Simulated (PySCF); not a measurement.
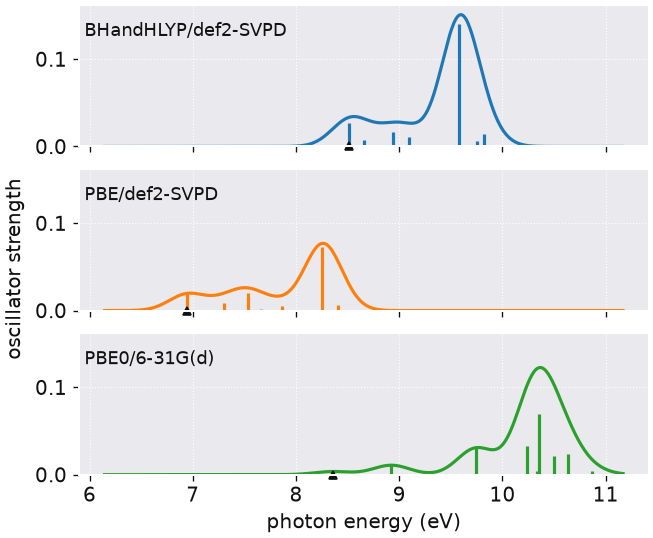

Vertical TDDFT spectra of C₄H₆F₂, SMILES FCC1(F)CC1 at one geometry and several levels (PySCF, at a PBE0-D3(BJ)/def2-SVP geometry (no frequency check)); sticks with Gaussians of 1/e half-width 0.25 eV, the triangle marks S1, which has the same leading orbital pair at all these levels. Only the lowest states were computed, so the high end is incomplete. States within 0.01 eV of each other are merged, with their strengths summed. The highest state may be half of a pair whose partner wasn't computed.

How far does S1 move with the level of theory?

From lowest to highest: PBE/def2-SVPD 6.95 eV, PBE0/6-31G(d) 8.36 eV, BHandHLYP/def2-SVPD 8.51 eV; a spread of 1.57 eV.

Caveats, for all or some of the runs: 6-31G(d) has no diffuse functions, so states with Rydberg character are missing or too high; core orbitals are frozen in the response; one conformer of a flexible molecule; states above the negative HOMO energy depend on the basis.
